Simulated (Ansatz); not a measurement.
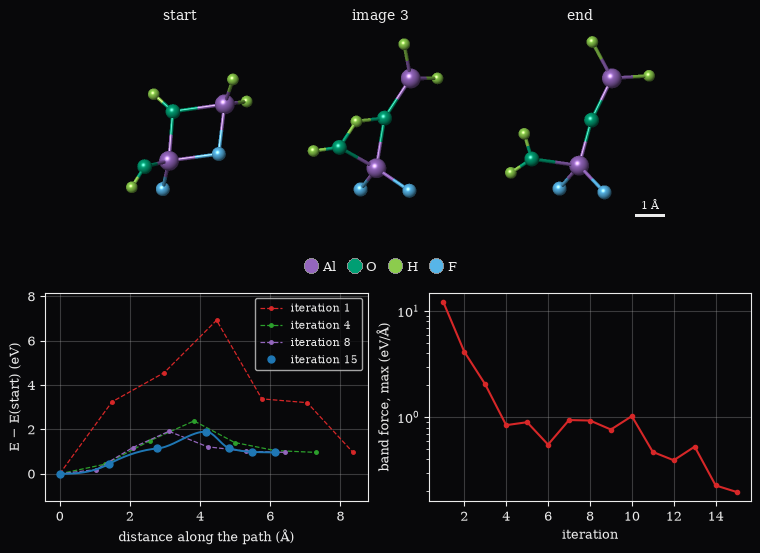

A nudged-elastic-band calculation for Al₂H₄O₂F₂. Images are numbered from 0 (start) to 6 (end). The plot follows the band through its iterations. Style: ball-and-stick. Shown from a free direction.

These are results of RHF/def2-SVP (Ansatz 0.2.0), not measurements. Settings: 5 movable images; climbing image; force threshold 0.2 eV/Å; iteration limit 60; starting path through a guess of the saddle point.

### How did the profile develop, and is the result final?

The run met only a loose threshold, so the barrier can't be trusted yet. The band converged in 15 iterations. The largest component of the band force went from 12 to 0.2 eV/Å. The climbing image converged on the top of the path. Its curvatures weren't checked. The force threshold is so loose that the height of the top is at best an upper bound. The first iteration put the highest image at 6.93 eV. The highest point, image 3, lies 1.90 eV above the start and 0.94 eV above the end; the end is at +0.97 eV relative to the start.

Limits of the set-up: Hartree-Fock leaves out electron correlation.

Cost: 110 s on 2 threads of Arm Neoverse V1, on a shared host, peak memory 0.23 GiB.
